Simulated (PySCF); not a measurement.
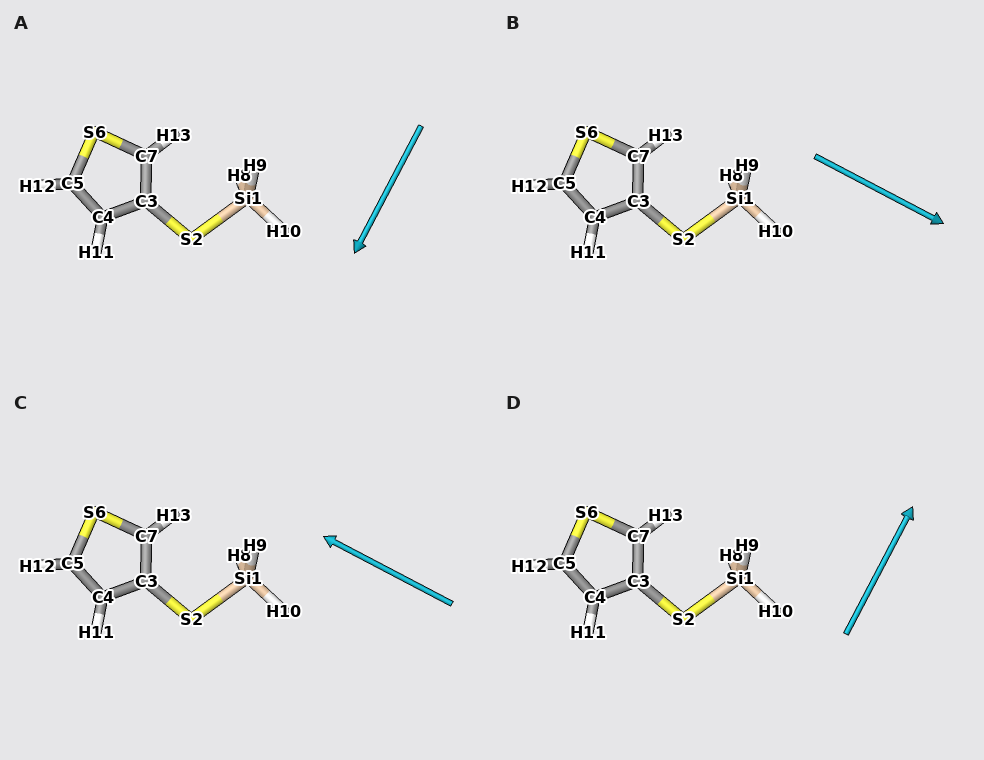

The same molecule four times, each with an arrow. Computed geometry: GFN2-xTB optimisation. No frequency run is at hand to confirm it as a minimum. Level of theory: CAM-B3LYP/def2-SVPD, gas phase (PySCF 2.14.0).

Question: Which arrow points along the dipole moment, from the negative to the positive end?

Answer: D. The dipole moment is 0.83 D; it points from the side of H11 to the side of H8, H9 (the outermost atoms at the two ends).

The geometry is semi-empirical. Around Si such bond lengths and angles can be off by a tenth of an ångström or more and by several degrees, and values that hang on the shape move with them.
